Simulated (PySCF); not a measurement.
Molecule: SMILES C([Si](O)(O)O)#CB(O)O (C2H5BO5Si), singlet. Atoms near the plane z = 0.0 Å, at the PBE0/def2-SVP optimised geometry (x, y, z in Å): Si1 (-1.0, -2.6, 0.0), O4 (-2.7, -2.3, 0.1), C5 (-0.1, -1.0, 0.0), C6 (0.5, 0.0, 0.0), B7 (1.3, 1.4, 0.0), O8 (0.7, 2.6, 0.0), O9 (2.7, 1.4, 0.0), H12 (-3.1, -1.8, -0.6), H13 (-0.2, 2.5, 0.0), H14 (3.1, 0.5, 0.0).

Calculation: PBE0/def2-TZVP (PySCF). Cells within 0.4 Å of a nucleus heavier than hydrogen are left out (blank, or x). The values are rescaled to run from 0 to 1.

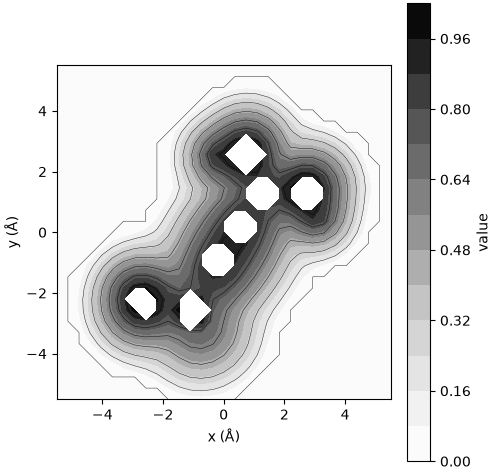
a field on the plane z = 0.0 Å.

Problem. Which quantity is mapped?
(A) electron localisation function
(B) an orbital amplitude
(C) log10 of the electron density
(D) electrostatic potential

Solution. C, log10 of the electron density. In full: log10 of the electron density (e/bohr³), floored at −4.
